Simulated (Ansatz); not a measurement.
## Molecular dynamics, with input and output: AlH$_{2}$OF (part 3 of 3)

The same run, continued: AlH$_{2}$OF; UKS PBE/def2-SVP (Ansatz 0.2.0). It belongs to a series of runs on one base structure; here: dynamics from the start.

Geometry of the input (Å):
```
Al -0.3846  0.1466  -0.5374
F  0.4792  0.3942  1.3724
O  0.5324  -1.1749  -0.4428
H  0.7128  -0.5532  0.6574
H  -1.3399  1.1873  -1.0496
```

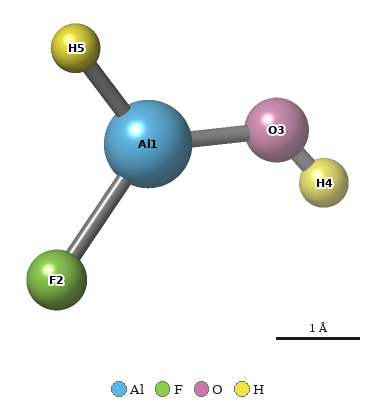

*The geometry at step 94 of the log (ball-and-stick view, seen at a tilt; atoms are numbered from 1 in the order of the input).*

### Trajectory as extended XYZ, continued
```
5
Properties=species:S:1:pos:R:3:forces:R:3 step=39 time_fs=19.5 energy=-11380.59650 temperature=3409.4
Al   -0.3717    0.2491   -0.4237    3.0427  -2.5823   3.3018
F     0.3996    0.4106    1.2432   -1.7142   1.4737  -1.6104
O     0.5931   -1.2895   -0.4381   -4.4630   1.3963  -6.8304
H     1.0635   -1.4082    0.3027    2.9776  -0.4155   5.0128
H    -1.4997    0.8086   -1.3786    0.1569   0.1278   0.1262
5
Properties=species:S:1:pos:R:3:forces:R:3 step=43 time_fs=21.5 energy=-11381.05070 temperature=4557.8
Al   -0.3522    0.2512   -0.3846    2.1037  -2.5931   1.7075
F     0.3730    0.4247    1.2094   -1.2765   1.5808  -0.6612
O     0.5889   -1.3045   -0.4617   -2.0653   0.9398  -2.8550
H     1.1149   -1.4603    0.3095    0.6367   0.1036   1.2189
H    -1.5027    0.7777   -1.4208    0.6014  -0.0310   0.5898
5
Properties=species:S:1:pos:R:3:forces:R:3 step=47 time_fs=23.5 energy=-11381.00474 temperature=4456.6
Al   -0.3298    0.2495   -0.3430    0.9941  -2.7050  -0.4778
F     0.3438    0.4420    1.1743   -0.4893   1.7742   1.0644
O     0.5795   -1.3173   -0.4926    0.9134   0.0512   1.4077
H     1.1942   -1.5088    0.3703   -2.2031   0.9379  -2.8420
H    -1.4835    0.7461   -1.4410    0.7849  -0.0583   0.8477
5
Properties=species:S:1:pos:R:3:forces:R:3 step=51 time_fs=25.5 energy=-11380.99443 temperature=4429.1
Al   -0.3060    0.2440   -0.3023   -0.2676  -3.1440  -3.4542
F     0.3137    0.4630    1.1415    0.6942   2.1043   3.7023
O     0.5718   -1.3297   -0.5208    1.0464   0.1885   1.7210
H     1.1972   -1.5241    0.3337   -2.1739   0.8241  -2.8215
H    -1.4351    0.7125   -1.4295    0.7009   0.0271   0.8524
5
Properties=species:S:1:pos:R:3:forces:R:3 step=56 time_fs=28.0 energy=-11380.84474 temperature=4033.2
Al   -0.2769    0.2305   -0.2589   -1.7065  -4.1580  -7.5881
F     0.2785    0.4953    1.1120    2.3896   2.7883   7.7127
O     0.5643   -1.3441   -0.5519   -3.0774   1.8474  -3.3680
H     1.1065   -1.5071    0.1651    2.2073  -0.7705   2.8217
H    -1.3394    0.6734   -1.3716    0.1871   0.2927   0.4216
5
Properties=species:S:1:pos:R:3:forces:R:3 step=60 time_fs=30.0 energy=-11380.64535 temperature=3524.1
Al   -0.2562    0.2132   -0.2359   -2.0022  -4.9092  -9.2755
F     0.2554    0.5275    1.1053    3.1552   3.3609   9.8163
O     0.5516   -1.3511   -0.5840   -3.1619   1.9251  -3.2750
H     1.1037   -1.5179    0.1183    2.5479  -1.0013   3.0384
H    -1.2539    0.6541   -1.3067   -0.5390   0.6245  -0.3043
5
Properties=species:S:1:pos:R:3:forces:R:3 step=64 time_fs=32.0 energy=-11380.79656 temperature=3919.6
Al   -0.2382    0.1890   -0.2257   -1.3452  -4.8848  -8.1852
F     0.2385    0.5664    1.1180    2.8591   3.4162   9.3054
O     0.5321   -1.3539   -0.6229    1.3414   0.1859   2.0491
H     1.1845   -1.5621    0.1717   -1.6849   0.3615  -2.1847
H    -1.1889    0.6587   -1.2534   -1.1703   0.9213  -0.9846
5
Properties=species:S:1:pos:R:3:forces:R:3 step=69 time_fs=34.5 energy=-11381.30511 temperature=5231.2
Al   -0.2183    0.1492   -0.2288   -0.7049  -2.9820  -4.7340
F     0.2252    0.6244    1.1594    1.5387   2.3537   5.5795
O     0.5118   -1.3568   -0.6655    2.3824  -0.7385   2.7061
H     1.2045   -1.6005    0.1340   -2.2976   0.6065  -2.7965
H    -1.1676    0.7125   -1.2367   -0.9187   0.7604  -0.7551
5
Properties=species:S:1:pos:R:3:forces:R:3 step=73 time_fs=36.5 energy=-11381.93703 temperature=6840.4
Al   -0.2037    0.1125   -0.2393   -0.9530  -0.3707  -2.1303
F     0.2183    0.6764    1.2059    0.5345   1.0308   2.1789
O     0.5014   -1.3608   -0.6928   -0.0208  -0.2480  -0.3790
H     1.1299   -1.6087   -0.0080    0.5548  -0.5895   0.3023
H    -1.1900    0.7879   -1.2558   -0.1155   0.1773   0.0280
5
Properties=species:S:1:pos:R:3:forces:R:3 step=77 time_fs=38.5 energy=-11381.72361 temperature=6316.7
Al   -0.1904    0.0752   -0.2530   -1.3938   2.2625   0.0238
F     0.2126    0.7304    1.2569   -0.1052  -0.1829  -0.3887
O     0.4904   -1.3650   -0.7215   -3.2805   0.7933  -4.0703
H     1.0856   -1.6445   -0.1308    4.2527  -2.4558   3.8395
H    -1.2174    0.8701   -1.2745    0.5268  -0.4172   0.5957
5
Properties=species:S:1:pos:R:3:forces:R:3 step=81 time_fs=40.5 energy=-11381.71251 temperature=6270.2
Al   -0.1792    0.0411   -0.2666   -1.6964   4.4051   1.8001
F     0.2067    0.7841    1.3073   -0.4158  -1.0698  -1.9539
O     0.4738   -1.3686   -0.7579    2.2152  -2.7816   0.3738
H     1.1664   -1.7549   -0.1420   -0.9146   0.2456  -1.0003
H    -1.2258    0.9371   -1.2716    0.8116  -0.7993   0.7803
5
Properties=species:S:1:pos:R:3:forces:R:3 step=86 time_fs=43.0 energy=-11381.09745 temperature=4701.2
Al   -0.1685    0.0075   -0.2799   -1.6707   5.7058   3.1970
F     0.1981    0.8482    1.3647   -0.5226  -1.7816  -2.9257
O     0.4601   -1.3825   -0.8028    4.2999  -4.7208   1.4223
H     1.2258   -1.8805   -0.1992   -2.8601   1.7161  -2.3190
H    -1.1936    0.9779   -1.2274    0.7536  -0.9196   0.6254
5
Properties=species:S:1:pos:R:3:forces:R:3 step=90 time_fs=45.0 energy=-11381.19794 temperature=4943.5
Al   -0.1626   -0.0105   -0.2855   -1.0879   5.2590   3.6760
F     0.1901    0.8954    1.4041   -0.5034  -2.1327  -3.2554
O     0.4601   -1.4058   -0.8352    2.1357  -2.9503   0.1038
H     1.1610   -1.9154   -0.3375   -0.9314   0.4948  -0.7591
H    -1.1358    0.9721   -1.1651    0.3871  -0.6708   0.2347
5
Properties=species:S:1:pos:R:3:forces:R:3 step=94 time_fs=47.0 energy=-11380.80224 temperature=3944.6
Al   -0.1581   -0.0211   -0.2860    0.0476   3.7395   4.0110
F     0.1811    0.9384    1.4369   -0.4566  -2.3543  -3.3861
O     0.4642   -1.4351   -0.8679   -3.7087   2.5333  -2.7743
H     1.0760   -1.9447   -0.4962    4.4204  -3.8860   2.5743
H    -1.0643    0.9417   -1.0947   -0.3027  -0.0324  -0.4248
5
Properties=species:S:1:pos:R:3:forces:R:3 step=99 time_fs=49.5 energy=-11380.75052 temperature=3791.2
Al   -0.1523   -0.0272   -0.2783    1.5020   1.7270   4.4711
F     0.1685    0.9854    1.4682   -0.3942  -2.5035  -3.4081
O     0.4610   -1.4666   -0.9154    1.1579  -1.1855   0.5783
H     1.1386   -2.1333   -0.5980   -1.0884   1.0831  -0.3910
H    -0.9950    0.9064   -1.0332   -1.1773   0.8789  -1.2502
5
Properties=species:S:1:pos:R:3:forces:R:3 step=103 time_fs=51.5 energy=-11380.35347 temperature=2782.5
Al   -0.1454   -0.0289   -0.2652    1.7607   1.0122   4.0177
F     0.1575    1.0173    1.4855   -0.3469  -2.5864  -3.4015
O     0.4594   -1.4932   -0.9531    2.4370  -2.3302   1.3721
H     1.1774   -2.2695   -0.6769   -2.7940   3.1476  -0.8283
H    -0.9855    0.9109   -1.0334   -1.0569   0.7568  -1.1600
5
Properties=species:S:1:pos:R:3:forces:R:3 step=107 time_fs=53.5 energy=-11380.52345 temperature=3208.1
Al   -0.1361   -0.0291   -0.2464    1.2934   0.9708   2.7844
F     0.1458    1.0439    1.4959   -0.2967  -2.6655  -3.3959
O     0.4633   -1.5249   -0.9877    0.9017  -0.3135   1.2421
H     1.1169   -2.2934   -0.7848   -1.6021   2.0531  -0.1961
H    -1.0145    0.9423   -1.0759   -0.2963  -0.0450  -0.4345
5
Properties=species:S:1:pos:R:3:forces:R:3 step=111 time_fs=55.5 energy=-11380.27816 temperature=2582.5
Al   -0.1250   -0.0280   -0.2236    0.7904   0.9424   1.5498
F     0.1335    1.0651    1.4994   -0.2425  -2.7359  -3.3826
O     0.4685   -1.5564   -1.0194   -4.1038   6.4251   0.5042
H     1.0078   -2.2559   -0.8977    3.1668  -3.9132   1.0517
H    -1.0551    0.9724   -1.1353    0.3891  -0.7183   0.2769
5
Properties=species:S:1:pos:R:3:forces:R:3 step=116 time_fs=58.0 energy=-11380.27657 temperature=2564.6
Al   -0.1095   -0.0246   -0.1920    0.4398   0.8520   0.7240
F     0.1175    1.0838    1.4941   -0.1708  -2.7728  -3.3134
O     0.4634   -1.5765   -1.0567   -1.1346   2.7596   1.3686
H     1.0059   -2.3766   -0.9924    0.0864   0.1795   0.4791
H    -1.0846    0.9715   -1.1938    0.7793  -1.0183   0.7416
5
Properties=species:S:1:pos:R:3:forces:R:3 step=120 time_fs=60.0 energy=-11379.99426 temperature=1855.7
Al   -0.0963   -0.0206   -0.1655    0.3522   0.6663   0.4395
F     0.1043    1.0924    1.4823   -0.1039  -2.7709  -3.2097
O     0.4546   -1.5831   -1.0832    0.9785  -0.5210   1.5543
H     1.0345   -2.5001   -1.0424   -2.0149   3.5605   0.4042
H    -1.0762    0.9284   -1.2106    0.7881  -0.9348   0.8117
5
Properties=species:S:1:pos:R:3:forces:R:3 step=124 time_fs=62.0 energy=-11380.18313 temperature=2337.5
Al   -0.0827   -0.0156   -0.1384    0.4390   0.2255   0.2464
F     0.0909    1.0954    1.4639   -0.0167  -2.7436  -3.0415
O     0.4477   -1.5902   -1.1059    0.6013   0.1015   1.6828
H     0.9927   -2.4978   -1.0765   -1.5710   3.0231   0.4846
H    -1.0384    0.8502   -1.1970    0.5474  -0.6065   0.6277
5
Properties=species:S:1:pos:R:3:forces:R:3 step=129 time_fs=64.5 energy=-11380.28817 temperature=2607.5
Al   -0.0646   -0.0092   -0.1039    0.8612  -0.6752   0.2633
F     0.0740    1.0914    1.4324    0.1207  -2.6162  -2.6768
O     0.4397   -1.5962   -1.1286   -3.4857   7.4598   1.7495
H     0.8795   -2.3730   -1.0922    2.6872  -4.3232   0.7481
H    -0.9653    0.7233   -1.1497   -0.1835   0.1549  -0.0841
5
Properties=species:S:1:pos:R:3:forces:R:3 step=133 time_fs=66.5 energy=-11380.48163 temperature=3093.0
Al   -0.0488   -0.0049   -0.0759    1.2790  -1.3530   0.4907
F     0.0609    1.0821    1.4011    0.2376  -2.3474  -2.1835
O     0.4260   -1.5845   -1.1420   -1.8631   4.7874   1.9133
H     0.8708   -2.4007   -1.0743    1.2582  -1.8745   0.6546
H    -0.9127    0.6261   -1.1139   -0.9117   0.7876  -0.8752
5
Properties=species:S:1:pos:R:3:forces:R:3 step=137 time_fs=68.5 energy=-11380.43807 temperature=2996.0
Al   -0.0313   -0.0026   -0.0473    1.1461  -1.6705  -0.0245
F     0.0481    1.0682    1.3653    0.3560  -1.8667  -1.4376
O     0.4078   -1.5614   -1.1506    1.0448  -0.5378   2.4767
H     0.9103   -2.4990   -1.0329   -1.4483   3.1325   0.0536
H    -0.8933    0.5576   -1.1096   -1.0986   0.9424  -1.0682
5
Properties=species:S:1:pos:R:3:forces:R:3 step=141 time_fs=70.5 energy=-11380.48548 temperature=3118.8
Al   -0.0122   -0.0026   -0.0189    0.2725  -1.8361  -1.8514
F     0.0362    1.0505    1.3267    0.4780  -1.1205  -0.3616
O     0.3917   -1.5386   -1.1534    1.4512  -1.1526   2.8187
H     0.9016   -2.4910   -0.9884   -1.6408   3.4629  -0.2470
H    -0.9137    0.5237   -1.1434   -0.5609   0.6463  -0.3587
5
Properties=species:S:1:pos:R:3:forces:R:3 step=146 time_fs=73.0 energy=-11380.65942 temperature=3550.5
Al    0.0121   -0.0065    0.0125   -0.9472  -2.4558  -4.8442
F     0.0226    1.0255    1.2778    0.6051   0.2222   1.4534
O     0.3756   -1.5126   -1.1474   -0.8863   3.5166   2.2012
H     0.8156   -2.3200   -0.9428    1.0167  -1.5818   0.5129
H    -0.9660    0.5149   -1.2004    0.2117   0.2988   0.6768
5
Properties=species:S:1:pos:R:3:forces:R:3 step=150 time_fs=75.0 energy=-11380.33532 temperature=2733.1
Al    0.0301   -0.0135    0.0301   -1.5579  -3.1615  -6.7930
F     0.0130    1.0057    1.2417    0.6440   1.4774   3.0426
O     0.3609   -1.4833   -1.1367   -2.1831   5.9563   1.3319
H     0.7816   -2.2335   -0.8846    2.5732  -4.4413   1.3600
H    -1.0017    0.5219   -1.2209    0.5238   0.1690   1.0585
```
